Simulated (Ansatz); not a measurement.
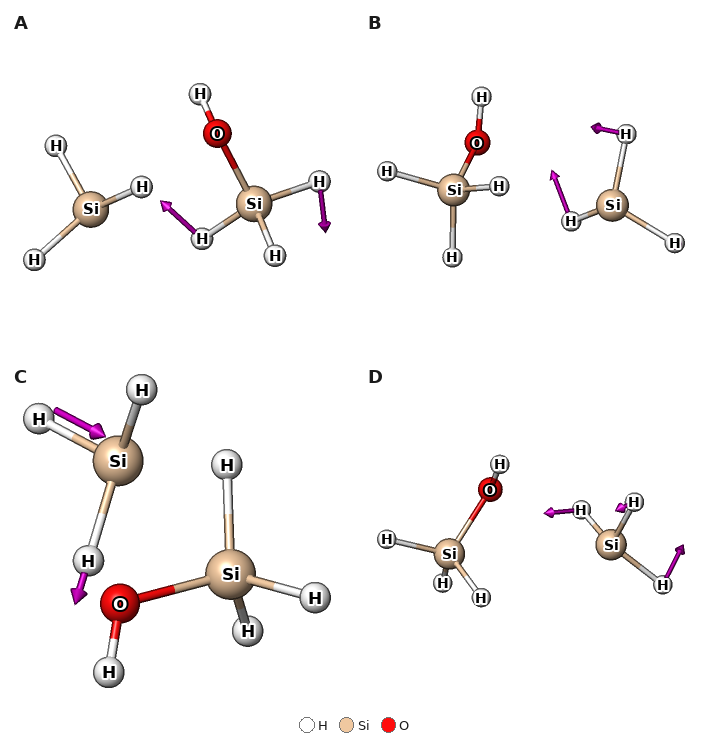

4 normal modes of one molecule or complex, as arrows. State: neutral, doublet. Harmonic vibrations computed with UKS PBE0-D4/def2-TZVP (Ansatz 0.2.0) at a stationary point of the same level.

**Match the panels to the wavenumbers 176 cm⁻¹, 713 cm⁻¹, 923 cm⁻¹, 2248 cm⁻¹.**

A: 713 cm⁻¹, H–Si–O bending
B: 923 cm⁻¹, H–Si–H bending
C: 2248 cm⁻¹, out-of-phase stretching of 2 Si–H bonds
D: 176 cm⁻¹
